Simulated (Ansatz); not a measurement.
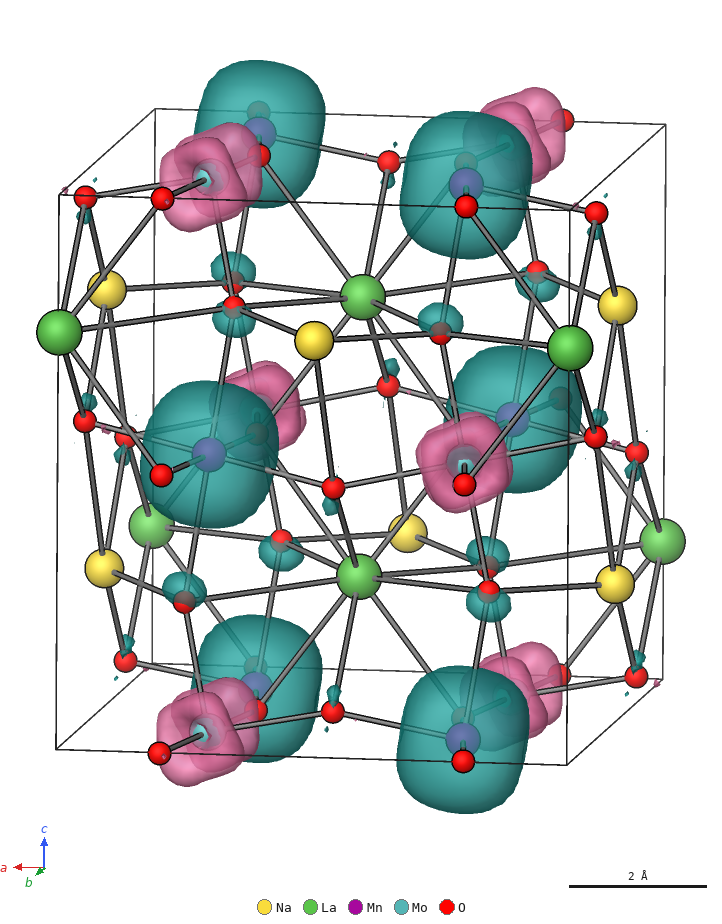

The picture shows: NaLaMnMoO$_{6}$. Isosurfaces of the magnetisation density (up minus down) at +0.08 (teal) and −0.08 e/Å³ (pink), seen at an oblique angle. Sticks mark near contacts.

Space group C2/c; a generated structure, not necessarily the stable one; the program warned that a starting moment wasn't kept; spin-polarised.

The calculation used Ansatz, Kohn-Sham DFT of a periodic cell, PBE, Ansatz PAW.

The density is the valence pseudo-density of a PAW calculation; it isn't the true density close to the nuclei.

**Which atoms carry the moments, and with what signs?**

The spin density sits on Mn: +3.0 μB (×4) in one cell of 40 atoms, with smaller moments on other sites: Mo (up to −0.18 μB) and O (up to +0.06 μB): parallel main moments (a ferromagnetic arrangement) in this solution. The cell of the calculation (20 atoms) carries 6.8 μB of net spin moment.
